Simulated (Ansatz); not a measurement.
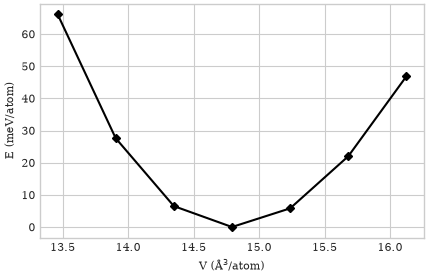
*Ga₃Mo in space group I4/mmm (No. 139; Ga on 2b, Ga on 4d, Mo on 2a) under volume change, PBEsol (plane waves, PAW; program Ansatz), shape and atoms relaxed at each volume.*

Problem. What does a third-order Birch–Murnaghan fit give for V₀, B₀ and B′?

Solution. V₀ = 14.79 Å³/atom, B₀ = 147 GPa, B′ = 4.8.

A made-up cell: these elements were put on the sites of a structure type; neither database checked (COD, Materials Project) lists it. Its standing as an ambient phase is unchecked. The PBEsol relaxation kept the symmetry of its start; its stability against distortions is not shown here. No spin polarisation was allowed.

Potentials: the earlier of the program's two PAW sets. The files were generated under PBE; for other functionals the program regenerates the frozen cores, and for LDA and PBEsol the local potential too.
